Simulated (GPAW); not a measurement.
Consider ScCd (Pm-3m).

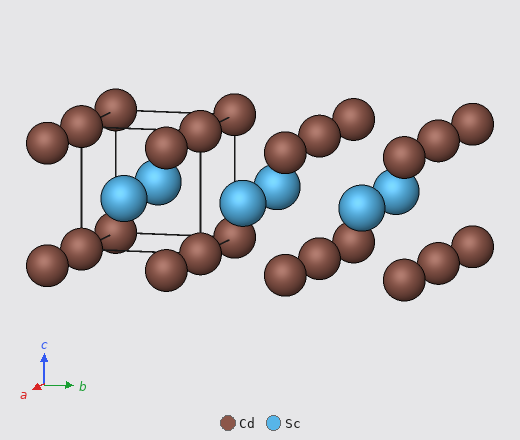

The structure (cadmium brown, scandium blue). 2×3×1 cells are drawn. Some periodic images of atoms are drawn too.

```cif
data_structure
_symmetry_space_group_name_H-M 'P 1'
_symmetry_Int_Tables_number 1
_cell_length_a 3.5263
_cell_length_b 3.5263
_cell_length_c 3.5263
_cell_angle_alpha 90.000
_cell_angle_beta 90.000
_cell_angle_gamma 90.000
_cell_volume 43.85
loop_
_atom_site_label
_atom_site_type_symbol
_atom_site_fract_x
_atom_site_fract_y
_atom_site_fract_z
_atom_site_occupancy
Cd1 Cd 0.00000 0.00000 0.00000 1
Sc2 Sc 0.50000 0.50000 0.50000 1
```

Absorber: atom 2, with 8 Cd at 3.05 Å and 6 Sc at 3.53 Å (cube and octahedron, as in bcc, site symmetry m-3m). Method: GPAW, LDA, excited-electron core hole (neutral cell), 16-atom cell with 7.1 Å between holes, 4×4×4 k points, dipole transitions, Gaussian full width 0.9 eV up to 4 eV, rising linearly to 3.5 eV at 25 eV.

Q: Where do the maxima of the Sc K edge fall?

Main maxima up to 30 eV above the zero (height): 1.8 eV (0.50), 3.6 eV (0.59), 5.8 eV (0.94), 12.4 eV (1.95), 18.3 eV (1.03), 23.4 eV (1.35) and 29.1 eV (1.28). A K edge sees empty p states, which here mix into the lowest empty bands, so that weight starts at the zero. The total-energy difference is 4493.90 eV. One term is added: -21.68 eV, since the hole is spin-paired here and a spin-polarised one costs that much less in the free atom (computed apart). The photon energy is then 4472.22 eV. The tabulated edge of the element is 4492 eV. The functional leaves an error in such absolute values: in the free atom LDA prices this hole 12.5 eV below PBE (computed apart), and PBE is itself good to a few eV.

The Sc K spectrum (energy from the lowest empty level; intensity scaled to a mean of 1 over the first 20 eV):

| E (eV) | intensity |
| --- | --- |
| -2.0 | 0.00 |
| -0.5 | 0.08 |
| 1.0 | 0.42 |
| 2.5 | 0.41 |
| 4.0 | 0.52 |
| 5.5 | 0.90 |
| 7.0 | 0.84 |
| 8.5 | 0.99 |
| 10.0 | 1.58 |
| 11.5 | 1.78 |
| 13.0 | 1.79 |
| 14.5 | 1.04 |
| 16.0 | 0.80 |
| 17.5 | 0.98 |
| 19.0 | 1.00 |
| 20.5 | 0.97 |
| 22.0 | 1.21 |
| 23.5 | 1.35 |
| 25.0 | 1.27 |
| 26.5 | 1.23 |
| 28.0 | 1.27 |
| 29.5 | 1.28 |
| 31.0 | 1.25 |

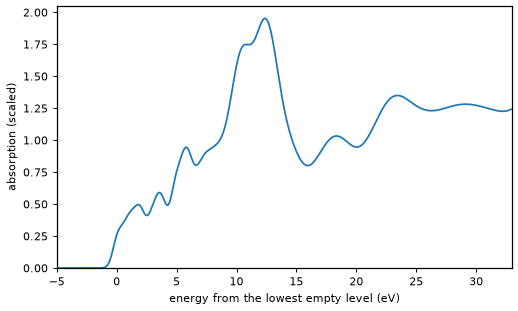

The Sc K edge.

Quadrupole 1s→3d transitions, which feed the pre-edge, are not in the dipole spectrum. The mesh is coarse (0.22 Å⁻¹ between points), so small maxima may be mesh ripples. Lifetime broadening is put in by hand, and intensities beyond about 20 eV depend on it and on the partial waves. The structure is a computed Materials Project entry and may be a hypothetical form.

[Banner, clock and machine lines of the logs are left out without a mark of their own.]

[Logs are printed without paths, hosts, clocks, repeated set-up lines and the standing remarks that a program may print on its own settings, such as how far it seeks lower states.]

[Hosts, paths, dates, database ids (printed as entryN), source tags and the programs' standing remarks are cut or masked in the printed files.]

[Lists of maxima count a maximum above −3 eV only where it reaches 4 % of the highest in the window and stands out from its surroundings by 2 % of it (1.5 % where it reaches 55 %); shoulders and weaker maxima are passed over, and of the rest the first, up to two pre-edge ones and the few strongest are named.]
